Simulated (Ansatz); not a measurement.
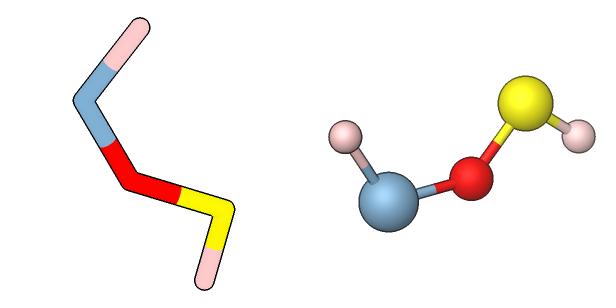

Two views of one molecule. Colours: aluminium light blue, oxygen red, sulfur yellow, hydrogen pink.

State: neutral, doublet.

Describe the molecule.

It has 5 atoms: 1 aluminium, 2 hydrogen, 1 oxygen and 1 sulfur (AlH₂OS). SMILES: `[AlH][O]S`. The point group is Cs. It is an open-shell species. All atoms lie on one plane. Coordination: 1 Al bent; 1 O bent; 1 S bent.

More results for the same structure follow; atom numbers are the same in all pictures, views and colours differ. The computed structure is the end point of a PBE0-D4/def2-TZVP optimisation. No frequency run is at hand to confirm it as a minimum.

### Geometry

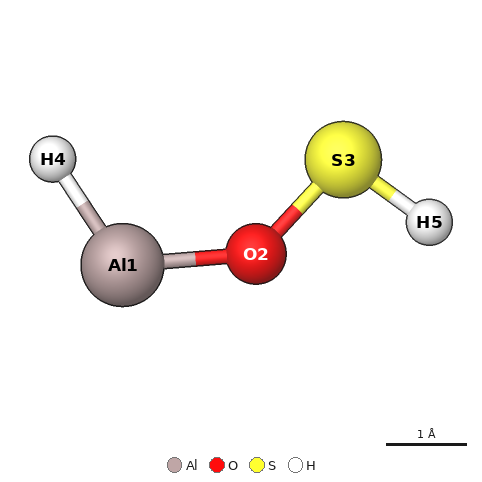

Numbered structure. No frequency run is at hand to confirm it as a minimum.

Estimate the angles O2–Al1–H4, Al1–O2–S3, O2–S3–H5.

```
    angle  degrees
O2–Al1–H4    118.2
Al1–O2–S3    137.8
 O2–S3–H5     96.8
```

### Charges

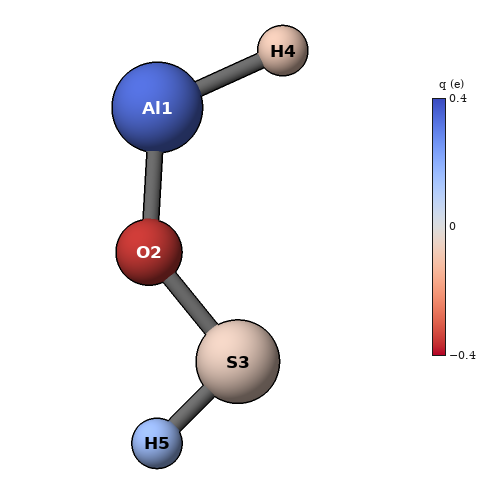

Atoms are coloured by their Mulliken charges. No frequency run is at hand to confirm it as a minimum. Properties computed with UKS PBE0-D4/def2-TZVP (Ansatz 0.2.0).

List the Mulliken charges.

| atom | value (e) |
| --- | --- |
| Al1 | 0.33 |
| O2 | −0.35 |
| S3 | −0.06 |
| H4 | −0.08 |
| H5 | 0.15 |

### Electronic properties

No frequency run is at hand to confirm it as a minimum. Properties computed with UHF-CCSD(T), frozen core/def2-TZVPP (Ansatz 0.2.0).

Computed properties:

- ⟨S²⟩ of the determinant: 0.757
- T1 diagnostic: 0.017

### Dipole moment

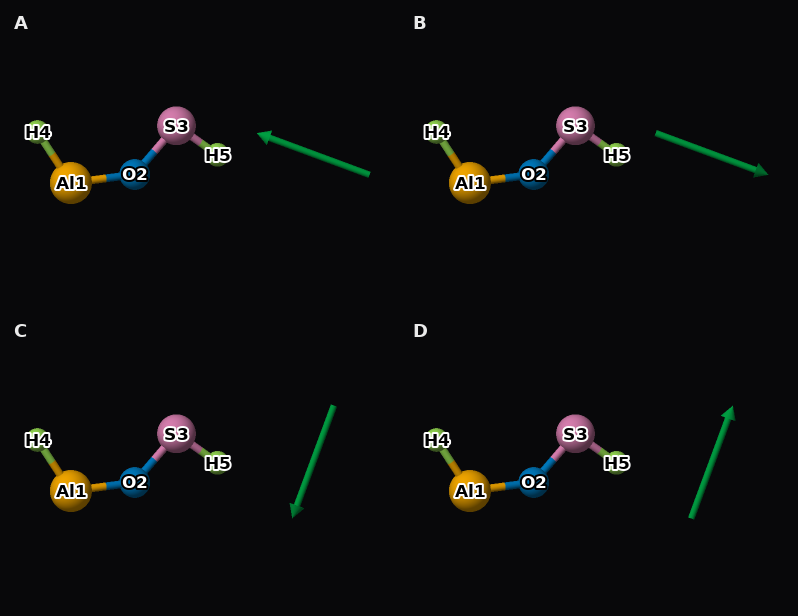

The same molecule four times, each with an arrow. No frequency run is at hand to confirm it as a minimum. Level of theory: UKS PBE0-D4/def2-TZVP (Ansatz 0.2.0).

Question: Which arrow points along the dipole moment, from the negative to the positive end?

Answer: C. The dipole moment is 0.80 D; it points from the side of S3 to the side of Al1 (the outermost atoms at the two ends).

Mulliken values depend strongly on the basis set and can even reverse the polarity of a bond.
